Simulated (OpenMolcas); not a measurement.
Single-point calculation of C₅H₁₄OSi (part 1 of 2)

System: C₅H₁₄OSi.
Method: CASPT2/ANO-S-VDZ (OpenMolcas 26.06).

The geometry comes from this level: GFN2-xTB.

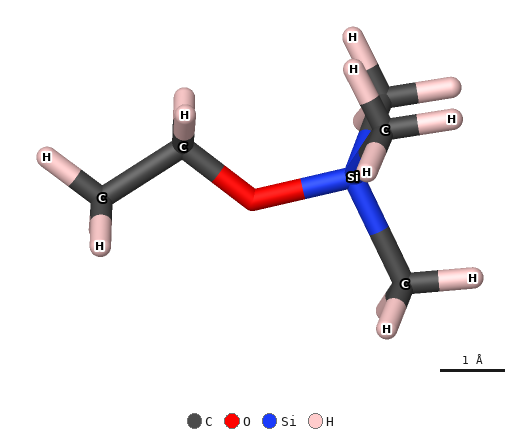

*The structure as given in the input (stick view, seen at a tilt).*

### The input
```
* C5H14OSi CASPT2

&GATEWAY
  Coord
  21
  angstrom
  C        0.836600      -2.687940      -1.389450
  C        0.671430      -1.737240      -0.213300
  O        0.091050      -0.541040      -0.657660
  Si      -0.291110       0.798840       0.195650
  C       -1.033220       1.927070      -1.135620
  C       -1.554370       0.413510       1.576660
  C        1.254570       1.582320       1.000650
  H        1.285200      -3.619970      -1.055730
  H       -0.132470      -2.896300      -1.834980
  H        1.473110      -2.234640      -2.144620
  H        1.647130      -1.525380       0.240990
  H        0.032230      -2.192090       0.553430
  H       -1.332900       2.875580      -0.703720
  H       -1.908990       1.479810      -1.593150
  H       -0.319090       2.133370      -1.925460
  H       -1.887960       1.314250       2.081590
  H       -1.130880      -0.243120       2.332610
  H       -2.434920      -0.079300       1.173410
  H        1.020850       2.518440       1.497050
  H        2.018890       1.790930       0.257060
  H        1.694850       0.922900       1.744590
  Basis=ANO-S-VDZ
  Group=NoSym
  RICD

&SEWARD

&RASSCF
  FileOrb=$CurrDir/step2.RasOrb
  Spin=1
  Nactel=4 0 0
  Inactive=31
  Ras2=4
  OrbListing=Nothing
  OrbAppear=Compact

&CASPT2
  Imaginary=0.2
```

Launched with:
```bash
export MOLCAS_MEM=1860
pymolcas step3.input > step3.log
```

### The program's output
```
--- Start Module: gateway ---

                                              &GATEWAY

                       available to each process: 1.9 GB of memory, 1 thread

++    Symmetry information:
      ---------------------

                    Character Table for C1

                             E
                    a        1  x, y, xy, Rz, z, xz, Ry, yz, Rx, I
--

++    Basis set information:
      ----------------------

      Basis set label: C.ANO-S...3S2P.

      Electronic valence basis set:
      ------------------
      Associated Effective Charge   6.000000 au
      Associated Actual Charge      6.000000 au
      Nuclear Model: Point charge

      Shell  nPrim  nBasis  Cartesian Spherical Contaminant
         s      10       3        X
         p       6       2        X

      Basis set label: O.ANO-S...3S2P.

      Electronic valence basis set:
      ------------------
      Associated Effective Charge   8.000000 au
      Associated Actual Charge      8.000000 au
      Nuclear Model: Point charge

      Shell  nPrim  nBasis  Cartesian Spherical Contaminant
         s      10       3        X
         p       6       2        X

      Basis set label: SI.ANO-S...4S3P.

      Electronic valence basis set:
      ------------------
      Associated Effective Charge  14.000000 au
      Associated Actual Charge     14.000000 au
      Nuclear Model: Point charge

      Shell  nPrim  nBasis  Cartesian Spherical Contaminant
         s      13       4        X
         p      10       3        X

      Basis set label: C.ANO-S...3S2P.

      Electronic valence basis set:
      ------------------
      Associated Effective Charge   6.000000 au
      Associated Actual Charge      6.000000 au
      Nuclear Model: Point charge

      Shell  nPrim  nBasis  Cartesian Spherical Contaminant
         s      10       3        X
         p       6       2        X

      Basis set label: H.ANO-S...2S.

      Electronic valence basis set:
      ------------------
      Associated Effective Charge   1.000000 au
      Associated Actual Charge      1.000000 au
      Nuclear Model: Point charge

      Shell  nPrim  nBasis  Cartesian Spherical Contaminant
         s       7       2        X
--

++    Molecular structure info:
      -------------------------

                    ************************************************
                    **** Cartesian Coordinates / bohr, angstrom ****
                    ************************************************

     Center  Label                x              y              z                     x              y              z
        1      C1               1.580945      -5.079470      -2.625680              0.836600      -2.687940      -1.389450
        2      C2               1.268819      -3.282908      -0.403079              0.671430      -1.737240      -0.213300
        3      O3               0.172060      -1.022417      -1.242797              0.091050      -0.541040      -0.657660
        4      SI4             -0.550118       1.509589       0.369725             -0.291110       0.798840       0.195650
        5      C5              -1.952503       3.641635      -2.146011             -1.033220       1.927070      -1.135620
        6      C6              -2.937334       0.781421       2.979456             -1.554370       0.413510       1.576660
        7      C7               2.370794       2.990151       1.890954              1.254570       1.582320       1.000650
        8      H8               2.428676      -6.840752      -1.995041              1.285200      -3.619970      -1.055730
        9      H9              -0.250332      -5.473214      -3.467610             -0.132470      -2.896300      -1.834980
       10      H10              2.783774      -4.222858      -4.052744              1.473110      -2.234640      -2.144620
       11      H11              3.112625      -2.882550       0.455405              1.647130      -1.525380       0.240990
       12      H12              0.060906      -4.142450       1.045831              0.032230      -2.192090       0.553430
       13      H13             -2.518816       5.434059      -1.329838             -1.332900       2.875580      -0.703720
       14      H14             -3.607468       2.796436      -3.010617             -1.908990       1.479810      -1.593150
       15      H15             -0.602993       4.031485      -3.638592             -0.319090       2.133370      -1.925460
       16      H16             -3.567727       2.483573       3.933635             -1.887960       1.314250       2.081590
       17      H17             -2.137053      -0.459430       4.407994             -1.130880      -0.243120       2.332610
       18      H18             -4.601332      -0.149855       2.217424             -2.434920      -0.079300       1.173410
       19      H19              1.929127       4.759162       2.829014              1.020850       2.518440       1.497050
       20      H20              3.815149       3.384367       0.485773              2.018890       1.790930       0.257060
       21      H21              3.202802       1.744028       3.296797              1.694850       0.922900       1.744590

                    *************************************************
                    **** InterNuclear Distances / bohr, angstrom ****
                    *************************************************

     Atom centers         bohr        angstrom
   13 H13       5 C5      2.049301        1.084443
   14 H14       5 C5      2.049589        1.084596
   15 H15       5 C5      2.049624        1.084614
   19 H19       7 C7      2.050469        1.085062
   16 H16       6 C6      2.050653        1.085159
   20 H20       7 C7      2.053315        1.086568
   18 H18       6 C6      2.053499        1.086665
   10 H10       1 C1      2.053557        1.086696
    9 H9        1 C1      2.053644        1.086742
    8 H8        1 C1      2.053891        1.086872
   17 H17       6 C6      2.054478        1.087183
   21 H21       7 C7      2.054618        1.087257
   11 H11       2 C2      2.072897        1.096930
   12 H12       2 C2      2.072970        1.096969
    3 O3        2 C2      2.649118        1.401853
    2 C2        1 C1      2.874894        1.521329
    4 SI4       3 O3      3.087527        1.633849
   21 H21      19 H19     3.306373        1.749657
   17 H17      16 H16     3.306525        1.749738
   20 H20      19 H19     3.307253        1.750123
   15 H15      14 H14     3.308561        1.750815
   18 H18      16 H16     3.308876        1.750982
   18 H18      17 H17     3.311662        1.752456
   14 H14      13 H13     3.311682        1.752467
   21 H21      20 H20     3.311727        1.752491
   15 H15      13 H13     3.311788        1.752522
   10 H10       9 H9      3.333403        1.763961
   10 H10       8 H8      3.348673        1.772041
    9 H9        8 H8      3.348986        1.772207
   12 H12      11 H11     3.353943        1.774830
    5 C5        4 SI4     3.583466        1.896288
    7 C7        4 SI4     3.610808        1.910757
    6 C6        4 SI4     3.611055        1.910888
   12 H12       3 O3      3.871018        2.048454
   11 H11       3 O3      3.871810        2.048873
    9 H9        2 C2      4.061602        2.149307
   10 H10       2 C2      4.061854        2.149441
    8 H8        2 C2      4.066678        2.151993
   11 H11       1 C1      4.082350        2.160287
   12 H12       1 C1      4.082710        2.160477
    3 O3        1 C1      4.511873        2.387581
   12 H12       8 H8      4.704686        2.489613
   11 H11       8 H8      4.705298        2.489936
   13 H13       4 SI4     4.708051        2.491394
   11 H11      10 H10     4.714656        2.494888
   12 H12       9 H9      4.715819        2.495504
   15 H15       4 SI4     4.735965        2.506165
   14 H14       4 SI4     4.736040        2.506205
   18 H18       4 SI4     4.751850        2.514571
   20 H20       4 SI4     4.752244        2.514779
   17 H17       4 SI4     4.764768        2.521407
   21 H21       4 SI4     4.765200        2.521635
   19 H19       4 SI4     4.770166        2.524263
   16 H16       4 SI4     4.770332        2.524351
    9 H9        3 O3      4.993775        2.642592
   10 H10       3 O3      4.995966        2.643751
    4 SI4       2 C2      5.183993        2.743251
    5 C5        3 O3      5.204127        2.753906
   21 H21      11 H11     5.430182        2.873528
   17 H17      12 H12     5.449752        2.883885
    6 C6        3 O3      5.545230        2.934409
    7 C7        3 O3      5.545768        2.934694
   15 H15       3 O3      5.646456        2.987976
   14 H14       3 O3      5.656294        2.993182
--

            Nuclear Potential Energy            403.68458055 au

--- Stop Module: gateway /rc=_RC_ALL_IS_WELL_ ---

--- Start Module: seward ---

                                              &SEWARD

                       available to each process: 1.9 GB of memory, 1 thread

               SEWARD will generate:
                  Multipole Moment integrals up to order  2
                  Kinetic Energy integrals
                  Nuclear Attraction integrals (point charge)
                  One-Electron Hamiltonian integrals
                  Velocity integrals
                  Orbital angular momentum around ( -0.0730   0.1267  -0.1016 )
                  Velocity quadrupole around ( -0.0730   0.1267  -0.1016 )
                  RI decomposed two-electron repulsion integrals stored Cholesky style
                   - acCD auxiliary basis
                   - CD Threshold:   1.00E-04

                   Integrals are discarded if absolute value <: 1.00E-14
                   Integral cutoff threshold is set to       <: 1.00E-16

            Nuclear Potential Energy            403.68458055 au

      Basis set specifications :
      Symmetry species         a
      Basis functions           95

--- Stop Module: seward /rc=_RC_ALL_IS_WELL_ ---
--- Module seward spent 1 second ---

--- Start Module: rasscf ---

                                              &RASSCF

                       available to each process: 1.9 GB of memory, 1 thread

      Header of the ONEINT file:
      --------------------------

      OrdInt status: non-squared

      Cartesian coordinates in angstrom:
      -----------------------------------------------------
      No.  Label        X            Y            Z
      -----------------------------------------------------
       1   C1         0.83660000  -2.68794000  -1.38945000
       2   C2         0.67143000  -1.73724000  -0.21330000
       3   O3         0.09105000  -0.54104000  -0.65766000
       4   SI4       -0.29111000   0.79884000   0.19565000
       5   C5        -1.03322000   1.92707000  -1.13562000
       6   C6        -1.55437000   0.41351000   1.57666000
       7   C7         1.25457000   1.58232000   1.00065000
       8   H8         1.28520000  -3.61997000  -1.05573000
       9   H9        -0.13247000  -2.89630000  -1.83498000
      10   H10        1.47311000  -2.23464000  -2.14462000
      11   H11        1.64713000  -1.52538000   0.24099000
      12   H12        0.03223000  -2.19209000   0.55343000
      13   H13       -1.33290000   2.87558000  -0.70372000
      14   H14       -1.90899000   1.47981000  -1.59315000
      15   H15       -0.31909000   2.13337000  -1.92546000
      16   H16       -1.88796000   1.31425000   2.08159000
      17   H17       -1.13088000  -0.24312000   2.33261000
      18   H18       -2.43492000  -0.07930000   1.17341000
      19   H19        1.02085000   2.51844000   1.49705000
      20   H20        2.01889000   1.79093000   0.25706000
      21   H21        1.69485000   0.92290000   1.74459000
      -----------------------------------------------------
      Nuclear repulsion energy =  403.68458055

++    Wave function specifications:
      -----------------------------

      Number of closed shell electrons          62
      Number of electrons in active shells       4
      Max number of holes in RAS1 space          0
      Max nr of electrons in RAS3 space          0
      Number of inactive orbitals               31
      Number of active orbitals                  4
      Number of secondary orbitals              60
      Spin quantum number                      0.0
      State symmetry                             1
--

++    Orbital specifications:
      -----------------------

      Symmetry species                           1
                                                 a
      Frozen orbitals                            0
      Inactive orbitals                         31
      Active orbitals                            4
      RAS1 orbitals                              0
      RAS2 orbitals                              4
      RAS3 orbitals                              0
      Secondary orbitals                        60
      Deleted orbitals                           0
      Number of basis functions                 95
--

++    CI expansion specifications:
      ----------------------------

      Number of CSFs                            20
      Number of spin combinations               21
      Number of determinants                    36
      Number of root(s) required                 1
      Root chosen for geometry opt.              1
      CI root used                               1

      highest root included in the CI            1
      max. size of the explicit Hamiltonian     20
--

++    Optimization specifications:
      ----------------------------
```
